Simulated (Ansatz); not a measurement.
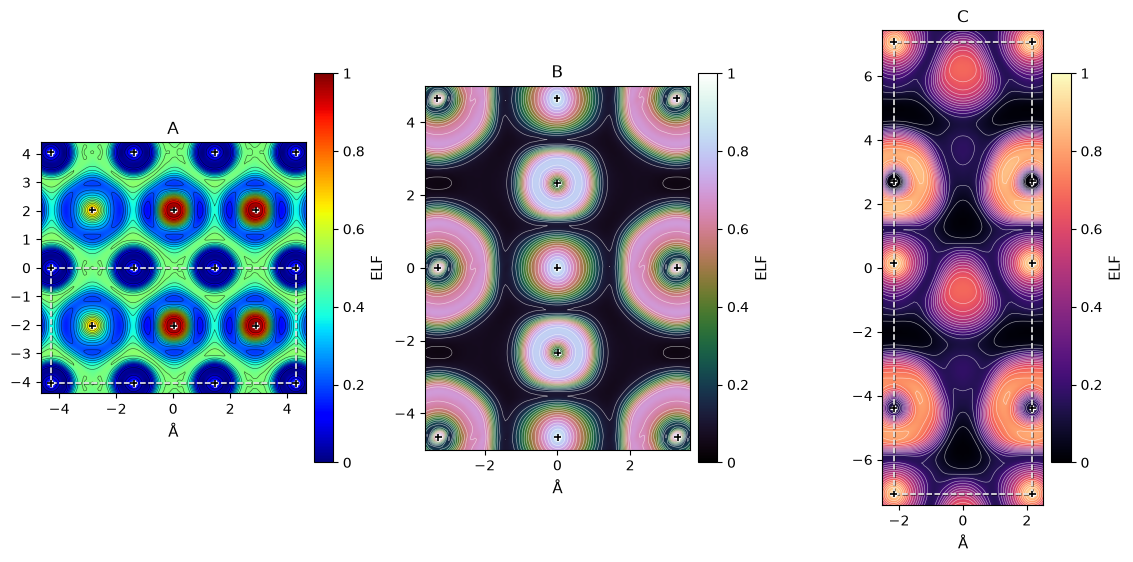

The electron localisation function of 3 systems, each on a plane through atoms (crosses mark nuclei in the plane).

The calculation used DFT PBE, scalar-relativistic, plane waves, PAW (Ansatz 0.2.0).

System 1: Al3Co2Ni, the (110) plane of the conventional cell. Space group P4/mmm; a structure generated by program, which may or may not match a known phase; spin-polarised.

```
Al Ni Co
1.0
     2.86978    0.00000    0.00000
     0.00000    2.86978    0.00000
     0.00000    0.00000    8.59497
Al Ni Co
3 1 2
Cartesian
  1.4349 1.4349 7.1364
  1.4349 1.4349 4.2975
  1.4349 1.4349 1.4586
  0.0000 0.0000 0.0000
  0.0000 0.0000 5.7320
  0.0000 0.0000 2.8630
```

System 2: Ag3IO, the (101̄) plane of the calculation cell. Space group R-3m; a structure generated by program, which may or may not match a known phase.

```cif
data_structure
_symmetry_space_group_name_H-M 'P 1'
_symmetry_Int_Tables_number 1
_cell_length_a 6.5828
_cell_length_b 6.5828
_cell_length_c 6.5828
_cell_angle_alpha 60.108
_cell_angle_beta 60.108
_cell_angle_gamma 60.108
_cell_volume 202.20
loop_
_atom_site_label
_atom_site_type_symbol
_atom_site_fract_x
_atom_site_fract_y
_atom_site_fract_z
_atom_site_occupancy
Ag1 Ag 0.75061 0.25000 0.74939 1
Ag2 Ag 0.74939 0.75061 0.25000 1
Ag3 Ag 0.25000 0.74939 0.75061 1
Ag4 Ag 0.24939 0.75000 0.25061 1
Ag5 Ag 0.25061 0.24939 0.75000 1
Ag6 Ag 0.75000 0.25061 0.24939 1
I1 I 0.75000 0.75000 0.75000 1
I2 I 0.25000 0.25000 0.25000 1
O1 O 0.50000 0.50000 0.50000 1
O2 O 0.00000 0.00000 0.00000 1
```

System 3: Cd4Se3S, the (100) plane of the conventional cell. Space group P3m1; a structure generated by program, which may or may not match a known phase.

### Match each panel to its system.

Panel A is system 1, Al3Co2Ni: the plane holds Al, Ni and Co. Al–Co (2.47 Å): the ELF is about 0.40 at the midpoint. Panel B is system 2, Ag3IO: the plane holds Ag, I and O. Ag–O (2.33 Å): the ELF peaks at about 0.80 in the valence shell of O, 0.6 Å from its nucleus, and drops to about 0.10 between the two atoms: no shared electron pair shows on this line. Panel C is system 3, Cd4Se3S: the plane holds Cd, Se and S. Cd–S (2.57 Å): the ELF peaks at about 0.90 in the valence shell of S, 0.9 Å from its nucleus, and is about 0.35 at the midpoint.
